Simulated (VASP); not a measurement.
Data:

```yaml
crystal:
  lattice:
    - [1.65165, -5.32911, 0.00000]
    - [1.65165, 5.32911, 0.00000]
    - [0.00000, 0.00000, 4.44988]
  atoms:
    - { symbol: P, position: [0.09899, 0.90101, 0.91454] }
    - { symbol: P, position: [0.40101, 0.59899, 0.41454] }
    - { symbol: P, position: [0.59899, 0.40101, 0.58546] }
    - { symbol: P, position: [0.90101, 0.09899, 0.08546] }
```

All values below come from r2SCAN+rVV10, VASP's PBE PAW potentials (set 64) (plane waves; VASP). Settings: 520 eV cut-off, 11×11×8 Γ-centred mesh, tetrahedra with Blöchl corrections, potentials P.

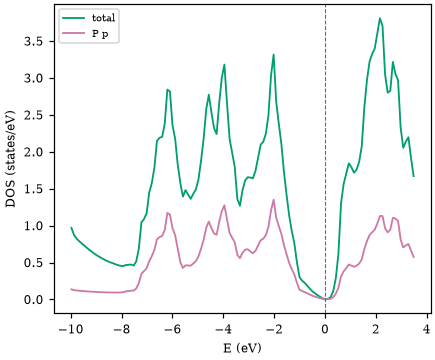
Total and projected density of states, zero at the Fermi level

Within 2 eV below the Fermi level the largest weight inside VASP's projection spheres is P p.

It has no gap at this level: it comes out as a metal or semimetal.

The compound is P in the black structure. It was relaxed first.
